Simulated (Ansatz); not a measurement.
One crystal and one scan (scan of one atom of the cell) at two levels, PBE (plane waves to 420 eV, PAW, scalar-relativistic; Ansatz, a first-principles code) and PBEsol (plane waves to 420 eV, PAW, scalar-relativistic; Ansatz), each from its own relaxed cell and on its own mesh. The cell shown is that of PBE.

Starting cell, ZnCu (CsCl type):

```
ZnCu
1.0
    5.92765     0.00000     0.00000
    0.00000     2.96382     0.00000
    0.00000     0.00000     2.96382
Zn Cu
2 2
Direct
  0.00000   0.00000   0.00000
  0.50000   0.00000   0.00000
  0.25000   0.50000   0.50000
  0.75000   0.50000   0.50000
```

In this cell atom 3 (Cu, nearest neighbour Zn at 2.567 Å; its periodic images, 3.0 Å or more away, move with it) is moved by s along Cartesian x, unit vector (1.000, 0.000, 0.000); all other atoms and the cell stay fixed.

Energies are smeared free energies. ZnCu is run without spin polarisation. ZnCu was relaxed with its symmetry unable to fall. With partly filled bands, energies and forces of such displacements shift with the k mesh and the smearing. Percentages come from the unrounded values.

```
quantity                                                            PBE  PBEsol     PBE − PBEsol
----------------------------------------------------------------  -----  ------  ---------------
Lattice constant a (Å)                                            2.964   2.908  +0.056 (+1.9 %)
Force constant k = d²E/ds² at s = 0 (finite differences) (eV/Å²)   4.75    5.63    -0.88 (-16 %)
```

PBE gives the higher value for: lattice constant a. PBE gives the lower value for: force constant k = d²E/ds² at s = 0. Both give the same shape of the curve: a single well with its minimum at or next to zero displacement.

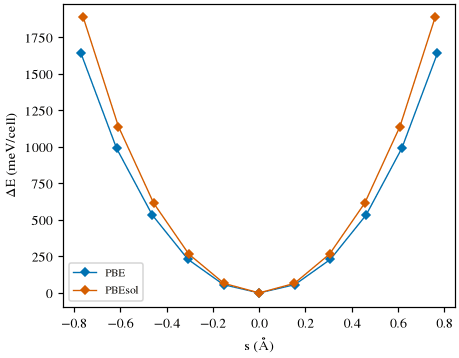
Figure: ΔE, each from the undisplaced structure of its own level.

(For displaced atoms, the force is minus the slope of the energy, and its curvature is a force constant, which sets phonon frequencies.)
